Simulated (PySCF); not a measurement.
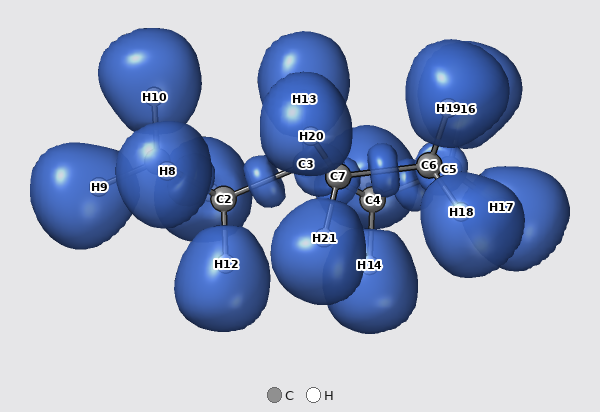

Figure 1: C7H14 (SMILES CCC1CCCC1). Isosurface of the ELF at 0.8 (blue), seen from one side. Only the valence region is drawn (cores and ρ < 0.01 e/Å³ removed).

Geometry: PBE0-D3(BJ)/def2-SVP.

Computed with PBE0/pcSseg-1, SCF density, in a chloroform solvent model, non-relativistic in PySCF 2.14.0.

The calculation's input:

```
{"job": {"xc": "PBE0", "basis": "pcSseg-1", "solvent": "chloroform", "kind": "nmr", "pop": true}, "charge": 0, "multiplicity": 1}
C      2.670913     0.461640     0.180330
C      1.605251    -0.369441    -0.518329
C      0.238599    -0.318036     0.149025
C     -0.831401    -1.180563    -0.520019
C     -2.134801    -0.712250     0.126790
C     -1.929457     0.795502     0.398589
C     -0.427754     1.063376     0.174027
H      2.411429     1.531772     0.186865
H      3.648719     0.362587    -0.315150
H      2.796538     0.146945     1.229223
H      1.935941    -1.421146    -0.571295
H      1.498596    -0.034207    -1.566284
H      0.348014    -0.667482     1.194581
H     -0.838710    -0.964179    -1.603816
H     -0.650635    -2.261173    -0.406690
H     -2.286020    -1.250294     1.076741
H     -3.019078    -0.918887    -0.495075
H     -2.545264     1.416852    -0.269157
H     -2.234079     1.053626     1.424463
H      0.002501     1.735810     0.930844
H     -0.268223     1.546491    -0.806136
```

Run with:

```sh
OMP_NUM_THREADS=1 python ens_run.py task.json out
```

Question: Identify the bonds, lone pairs and shells in this picture.

Answer: The surface consists of seven regions between bonded C–C atoms (shared pairs) and 14 regions around hydrogen nuclei. Along the contacts the grid gives the following. C–C (1.52 Å): the ELF peaks at about 0.95 between the atoms; localised, covalent bonding. C–H (1.10 Å): the ELF climbs to about 1 towards the hydrogen, as it does in any bond to H; an ordinary covalent bond to hydrogen.
